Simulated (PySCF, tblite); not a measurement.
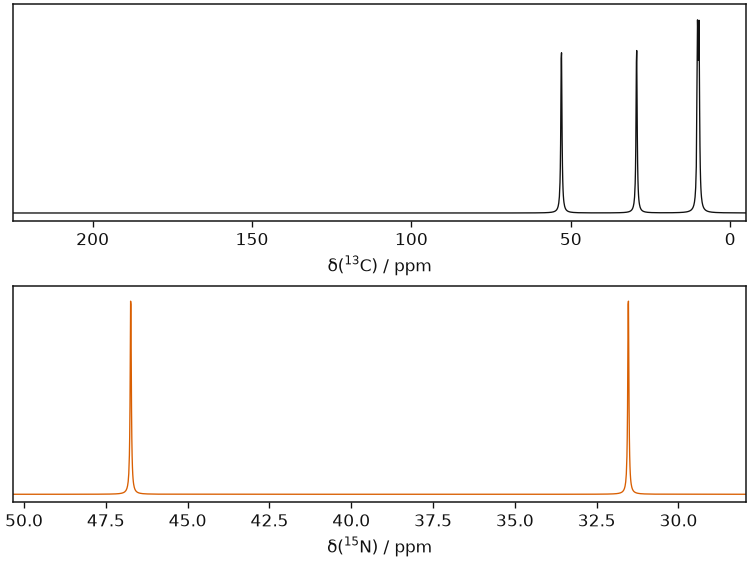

GIAO shifts, PBE0/pcSseg-1 in PySCF 2.14.0, at a GFN2-xTB geometry (a minimum by its frequencies), against TMS for ¹³C and NH₃ for ¹⁵N computed at the same level (¹⁵N: a single molecule, while the usual scales start at liquid NH₃ or nitromethane; multiply bonded nitrogen can come out tens of ppm too deshielded). Gas phase, fully decoupled, line heights follow the number of nuclei, widths are arbitrary (no quadrupolar broadening); values of one conformer, averaged over methyl-type rotors and exact or near symmetry; other conformers aren't averaged in.

Which structure fits the spectrum?
A. C₄H₁₄N₂OSi₂, SMILES C[C@@H]1CN[Si@](O)(C[SiH3])N1
B. C₄H₁₄N₂OSi₂, SMILES CN[Si@@H]1CC[Si@@H](OC)N1
C. C₄H₁₄N₂OSi₂, SMILES C[C@@H]1CN[Si@@](O)(C[SiH3])N1

Answer. B. Its ¹³C signals: 52.9 (1 C), 29.4 (1 C), 10.2 (1 C), 9.8 (1 C) ppm. Its ¹⁵N signals: 46.7 (1 N), 31.5 (1 N) ppm.

Note: the tight-binding geometry is rougher than a DFT one and adds to the error.
